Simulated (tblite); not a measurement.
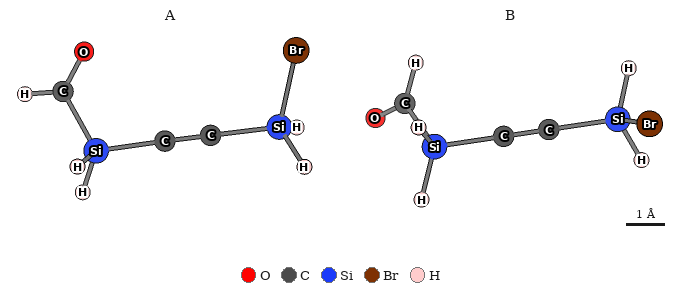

Two geometries of C3H5BrOSi2, drawn at one scale. One is the start of a relaxation, the other its converged end. The picture is a ball-and-stick view, seen face on.

All numbers below come from GFN2-xTB geometry optimisation, gas phase (tblite 0.8.0). 

Which of the two is the end point?

Answer. Structure B is the relaxed one. The atom that moves furthest after the best rigid fit is the O atom (2.64 Å). Largest moves by element: O 2.64 Å, Br 2.18 Å, H 1.75 Å, C 0.59 Å, Si 0.47 Å. Near-neighbour distances that change, for instance: C–Si 1.831 → 1.924 Å, Br–Si 2.278 → 2.229 Å, H–Si 1.487 → 1.455 Å, C–H 1.085 → 1.113 Å. Among the angles between lasting bonds that change: H–Si–H 105.1° → 114.9°, C–Si–C 110.8° → 103.7°, C–Si–H 106.3° → 111.2°. Groups turn about C–Si by about 150°. The energy falls by 27.1 kJ/mol in 275 geometry steps. Cost: 3.6 s on 1 thread of Arm Neoverse N1 (shared host).
